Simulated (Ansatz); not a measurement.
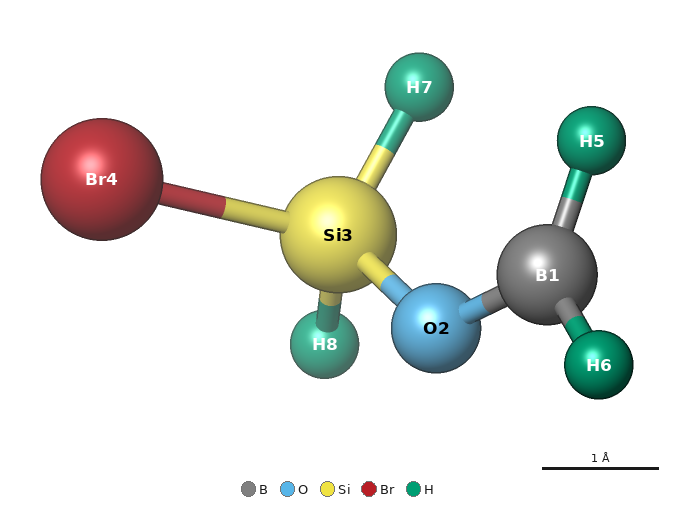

Orthographic view. Distant atoms are faded towards the background colour. The computed structure is the end point of a PBE-D4/def2-SVP optimisation. No frequency run is at hand to confirm it as a minimum.

Write a Z-matrix (Å, degrees) in the order of the atom numbers, with these reference atoms: 2 to 1; 3 to 2, 1; 4 to 3, 2, 1; 5 to 1, 2, 3; 6 to 1, 5, 2; 7 to 3, 2, 1; 8 to 3, 7, 2.

```
B  
O    1   1.362
Si   2   1.694   1   129.7
Br   3   2.227   2   108.7   1  -102.9
H    1   1.224   2   120.0   3    -1.4
H    1   1.218   5   122.5   2   179.9
H    3   1.498   2   110.1   1    16.3
H    3   1.494   7   113.4   2  -119.8
```
